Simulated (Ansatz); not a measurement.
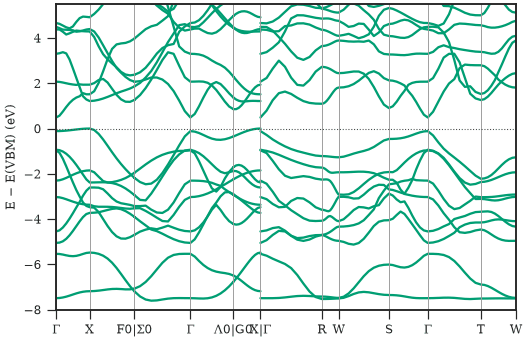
*Band structure from plane-wave PAW LDA (Ansatz code)*

### Question
Read off the gap and where the band edges lie.

### Answer
About 0.5 eV (0.49 eV by a search for the band edges); maximum at X, minimum at Γ.

The material is Ga2Se3 in space group Imm2 (No. 44; Ga on 4d, Se on 4d, Se on 2b).

The first step of the workflow began from a Materials Project structure, measured or hypothetical; the Crystallography Open Database copy checked does not list it. COD files the formula under space group No. 9. Whether it is the stable phase at ambient conditions was not checked. The LDA relaxation kept the symmetry of its start; whether a distortion lowers the energy is not shown. Spin–orbit coupling is left out wherever it is not named.

Potentials: the later of the program's two PAW sets.
